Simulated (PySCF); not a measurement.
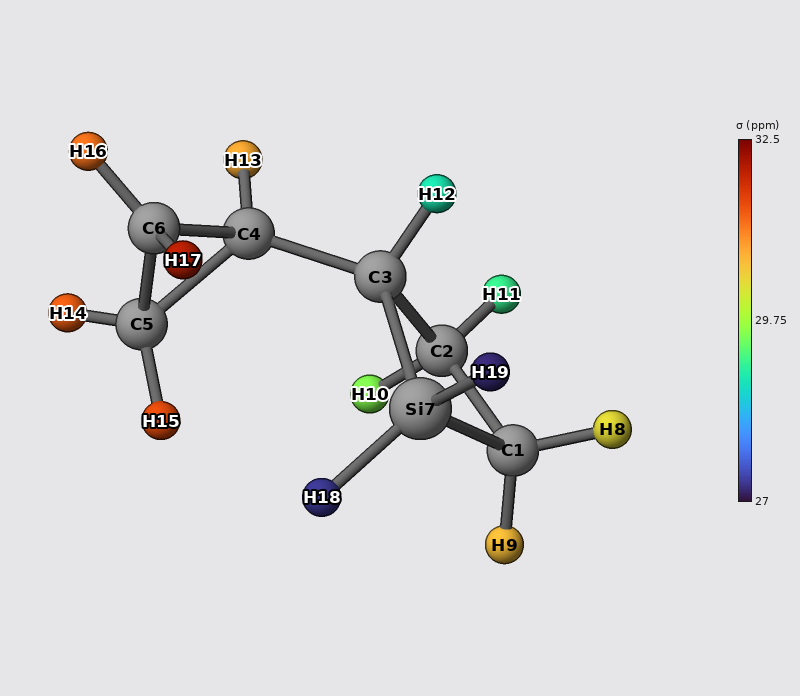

Atoms are coloured by their isotropic NMR shieldings (H only, the others grey). Computed geometry: GFN2-xTB optimisation. No frequency run is at hand to confirm it as a minimum. Properties computed with GIAO PBE0/pcSseg-1 NMR shielding, non-relativistic, gas phase (PySCF 2.14.0).

Q: Which H atom is the most shielded (lowest chemical shift)?

A: H17 (32.00 ppm).

Q: Which H atom is the least shielded (highest chemical shift)?

A: H19 (27.21 ppm).

Q: How wide is the range of H shifts?

A: 4.79 ppm.

List the isotropic NMR shieldings of the H atoms.

```tsv
atom	σ (ppm)
H8	30.33
H9	30.62
H10	29.55
H11	29.12
H12	28.88
H13	30.79
H14	31.35
H15	31.50
H16	31.21
H17	32.00
H18	27.31
H19	27.21
```

The geometry is semi-empirical. Around Si such bond lengths and angles can be off by a tenth of an ångström or more and by several degrees, and values that hang on the shape move with them.
